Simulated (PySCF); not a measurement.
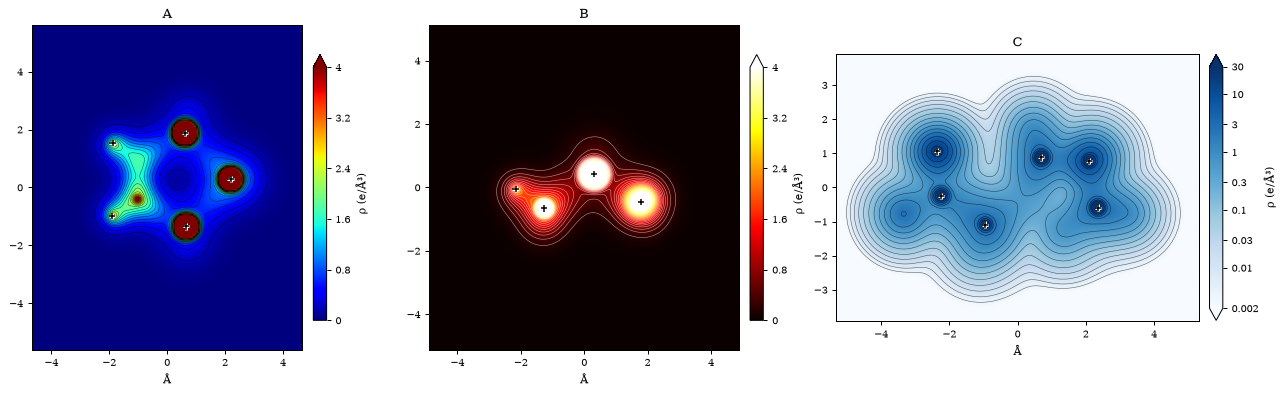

The total electron density of 3 systems, each on a plane through atoms (crosses mark nuclei in the plane).

The calculation used PBE0/pcSseg-1, SCF density, gas phase, non-relativistic (PySCF).

System 1: C₃H₁₂FPSi₃, the plane of atoms Si4, P5 and Si6. Geometry: GFN2-xTB.

```xyz
20

F    -1.5008   -0.8922   -2.2617
C    -0.5760   -0.9041   -1.2176
C    -1.2946   -1.3080    0.0572
Si   -2.4508    0.1026    0.6497
P    -1.3340    1.9899    0.1685
Si    0.1438    0.8928   -1.1186
C     1.9241    0.9026   -0.4415
Si    2.2805   -0.1406    1.1088
H     0.1660   -1.6556   -1.5114
H    -0.5419   -1.5206    0.8180
H    -1.8548   -2.2284   -0.1146
H    -3.7045    0.1106   -0.1039
H    -2.7045   -0.0429    2.0856
H    -0.5525    1.9800    1.3092
H     0.0775    1.4346   -2.4832
H     2.5945    0.5847   -1.2390
H     2.1804    1.9400   -0.2297
H     1.3717    0.2318    2.1968
H     2.1082   -1.5622    0.7935
H     3.6626    0.0958    1.5310
```

System 2: CH₁₀FNSi₃, the plane of atoms C1, Si2 and N3. Geometry: GFN2-xTB.

```xyz
16

C    -1.7539    1.1260   -1.1494
Si   -1.2295   -0.4385   -0.1822
N    -1.2350   -0.2650    1.5378
Si    0.9538   -1.0179   -0.7226
Si    2.5954   -0.1023    0.6219
F     1.8369    0.9652    1.5891
H    -2.7599    1.4425   -0.8852
H    -1.7374    0.9573   -2.2225
H    -1.0882    1.9606   -0.9413
H    -2.2635   -1.4610   -0.4147
H    -2.1079   -0.0989    2.0126
H    -0.5104    0.2794    1.9784
H     1.2638   -0.6432   -2.1177
H     1.1545   -2.4782   -0.7343
H     3.2532   -0.9618    1.6037
H     3.6206    0.7450    0.0148
```

System 3: C₅H₉BF₂O₂, the plane of atoms C7, O8 and C9. Geometry: GFN2-xTB.

```yaml
atoms:
  - { symbol: C, position_ang: [0.2924, 1.0266, 1.3921] }
  - { symbol: C, position_ang: [-0.0437, -0.0317, 0.3421] }
  - { symbol: C, position_ang: [1.2328, -0.6685, -0.2337] }
  - { symbol: B, position_ang: [2.1475, 0.2746, -1.1056] }
  - { symbol: F, position_ang: [3.3117, -0.1252, -1.5729] }
  - { symbol: F, position_ang: [1.8341, 1.5065, -1.4539] }
  - { symbol: C, position_ang: [-0.9804, 0.5234, -0.7604] }
  - { symbol: O, position_ang: [-2.2627, 0.0833, -0.3749] }
  - { symbol: C, position_ang: [-2.0407, -1.1479, 0.2378] }
  - { symbol: O, position_ang: [-0.8475, -1.0425, 0.9622] }
  - { symbol: H, position_ang: [0.7836, 0.5551, 2.2393] }
  - { symbol: H, position_ang: [-0.6231, 1.4968, 1.7419] }
  - { symbol: H, position_ang: [0.9475, 1.7817, 0.9681] }
  - { symbol: H, position_ang: [0.9464, -1.5387, -0.8330] }
  - { symbol: H, position_ang: [1.8091, -1.0798, 0.5991] }
  - { symbol: H, position_ang: [-0.7092, 0.1097, -1.7421] }
  - { symbol: H, position_ang: [-0.9886, 1.6102, -0.8117] }
  - { symbol: H, position_ang: [-1.9530, -1.9533, -0.5208] }
  - { symbol: H, position_ang: [-2.8658, -1.3711, 0.9191] }
```

**Match each panel to its system.**

Panel A is system 1, C₃H₁₂FPSi₃: the plane holds Si, P and H. Panel B is system 2, CH₁₀FNSi₃: the plane holds C, Si, N and H. Si–N (1.73 Å): ρ at the midpoint is about 1.1 e/Å³. Panel C is system 3, C₅H₉BF₂O₂: the plane holds C, B, F and O. B–F (1.32 Å): ρ at the midpoint is about 2.3 e/Å³.
